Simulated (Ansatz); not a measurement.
Run report: BO$_{2}$, single-point calculation

System: BO$_{2}$, multiplicity 2.
Method: UHF-CCSD(T), frozen core/def2-QZVPPD (Ansatz 0.2.0).

The geometry comes from this level: PBE0-D4/def2-TZVPPD.

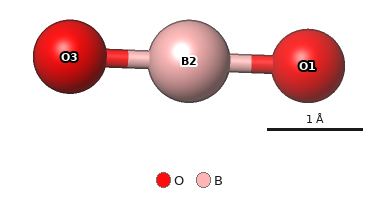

*The structure (ball-and-stick view, seen at a tilt; atoms are numbered from 1 in the order of the input).*

Bond lengths as drawn: B–O 1.26 Å.

### Input file
```yaml
crystal:
  periodic: [false, false, false]
  atoms:
    - { symbol: O, position_ang: [0.0, 0.0, -1.25967394] }
    - { symbol: B, position_ang: [0.0, 0.0, 0.0] }
    - { symbol: O, position_ang: [0.0, 0.0, 1.25967394] }
magnetization:
  spin_polarized: true
  initial_magnetization: 1
basis:
  gaussian: { orbitals: def2-QZVPPD.json }
correlation:
  method: ccsd_t
scf:
  omitted_lower_state_checks: [cluster_reference]
```

Hardware: 2 threads of Intel Xeon (Sapphire Rapids), 64 GiB of memory available, shared host.

Launch command:
```bash
ansatz run input.yaml --threads 2 --pin off --max-ram 5120MiB --backend cpu --events-out ev --progress --plain --runs-dir out
```

### Output
```
Engine: ansatz 0.2.0, x86_64-unknown-linux-gnu
Functional definition: HF
  exchange = exact_x
  correlation = 0
these checks for a lower state are left out or cut short: cluster_reference
1185 factors; integrals over basis functions are off by at most 1.1e-3 eV
mean field evaluation 1: about -4745.7208 eV, gradient 2.4e1 eV
mean field evaluation 2: about -4745.7213 eV, gradient 2.4e1 eV
mean field evaluation 4: about -4748.4803 eV, gradient 3.3e0 eV
mean field evaluation 8: about -4748.7109 eV, gradient 2.1e-1 eV
mean field evaluation 16: about -4748.7115 eV, gradient 1.1e-1 eV
mean field evaluation 32: about -4748.6767 eV, gradient 1.6e0 eV
mean field -4748.71171263 eV, -174.5119366466 hartree, gradient 2.7e-6 eV, S^2 0.940669; 4 other end points of the search recorded, 0 dependent functions left out
3 core orbitals not correlated: weight in the atoms' cores, before any rotation towards them, 1.000 or more for the frozen orbitals, at most 0.000 for the correlated occupied ones
reference -4748.71171263 eV, -174.5119366466 hartree; 8, 7 occupied and 184, 185 virtual orbitals, 1185 factors
second order -14.63947774 eV of doubles, -0.00000000 eV of singles
cycle   1  -14.43830040 eV  change    2.0e-1 eV  update   1.2e-1
cycle   2  -14.97074083 eV  change   -5.3e-1 eV  update   4.6e-2
cycle   3  -15.19119830 eV  change   -2.2e-1 eV  update   3.4e-2
cycle   4  -15.18202762 eV  change    9.2e-3 eV  update   8.9e-3
cycle   5  -15.17969276 eV  change    2.3e-3 eV  update   3.3e-3
cycle   6  -15.18392735 eV  change   -4.2e-3 eV  update   1.3e-3
cycle   7  -15.18404319 eV  change   -1.2e-4 eV  update   5.0e-4
cycle   8  -15.18425245 eV  change   -2.1e-4 eV  update   1.5e-4
cycle   9  -15.18432719 eV  change   -7.5e-5 eV  update   4.1e-5
cycle  10  -15.18431127 eV  change    1.6e-5 eV  update   1.5e-5
```

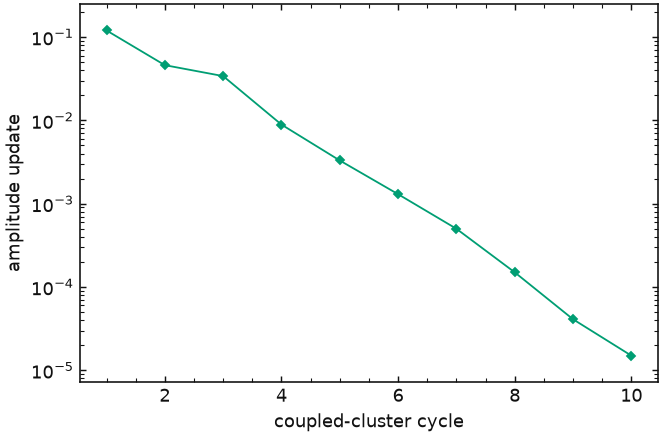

*Convergence of the coupled-cluster equations: amplitude update against the coupled-cluster cycle.*

The residual falls at every step.

```
perturbative correction -0.69057972 eV, -0.0253783367 hartree
Total energy: -4764.58660362 eV, -175.0953281301 hartree
Checks for a lower state left out: cluster_reference
```

### Summary

| quantity | value |
| --- | --- |
| outcome | converged |
| total energy | −4764.5866 eV |
| mean-field energy | −4748.7117 eV |
| CCSD correlation | −15.1843 eV |
| (T) correction | −0.6906 eV |
| T1 diagnostic | 0.038 |
| ⟨S²⟩ | 0.941 |
| SCF solution under orbital rotations | stable |
| wall time | 30 s (CPU time 57 s) |
| peak memory | 2.7 GiB |

⟨S²⟩ is 0.94 against 0.75 for a pure state: the solution is spin-contaminated.
